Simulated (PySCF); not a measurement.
```xyz
19

C    -1.3196    0.6522    1.3632
Si   -0.6992   -0.6242    0.1002
C    -2.1033   -1.1076   -1.0932
C     0.6923    0.1471   -0.9716
C     1.7210    0.8298   -0.0955
N     2.1472   -0.0413    0.9504
S     3.1206    1.3963   -1.1584
H    -0.5404    0.9035    2.0754
H    -1.6399    1.5720    0.8813
H    -2.1655    0.2651    1.9225
H    -0.1895   -1.8237    0.7817
H    -2.5373   -0.2384   -1.5795
H    -1.7525   -1.7775   -1.8722
H    -2.8999   -1.6157   -0.5596
H     0.2916    0.8682   -1.6829
H     1.1828   -0.6341   -1.5543
H     1.3099    1.7385    0.3511
H     2.5422   -0.8958    0.5744
H     2.8297    0.3947    1.5598
```

Geometry: GFN2-xTB.

Method: UKS B3LYP, pcH-1 on C H N S Si, non-relativistic, mean-field spin-orbit, GIAO (PySCF 2.14.0, density-fitted response routines).

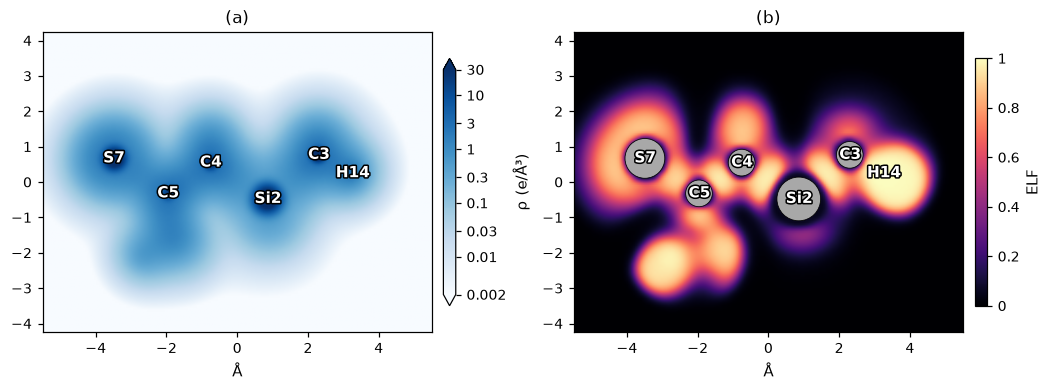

C$_{4}$H$_{12}$NSSi (doublet). (a) total electron density; (b) ELF on the plane of atoms Si2, C3 and H14. Grey discs cover the atomic cores in the ELF map.

> Interpret the plot.

- The plane passes through Si, C, S and H nuclei.
- C–C (1.51 Å): ρ is about 1.7 e/Å³ halfway; the ELF peaks at about 0.95 between the atoms; a covalent bond.
- C–S (1.85 Å): ρ at the midpoint is about 1.2 e/Å³; the ELF peaks at about 0.90 between the atoms (a shared electron pair).
- C–Si (1.91 Å): the density is about 0.91 e/Å³ at the midpoint; the ELF peaks at about 0.95 between the atoms: a shared electron pair.
- C–H (1.09 Å): ρ is about 1.9 e/Å³ halfway; the ELF climbs to about 1 towards the hydrogen, as it does in any bond to H; a covalent bond by its length.
- The ELF also peaks beside S7, away from the bonds: non-bonding electrons, paired or unpaired.
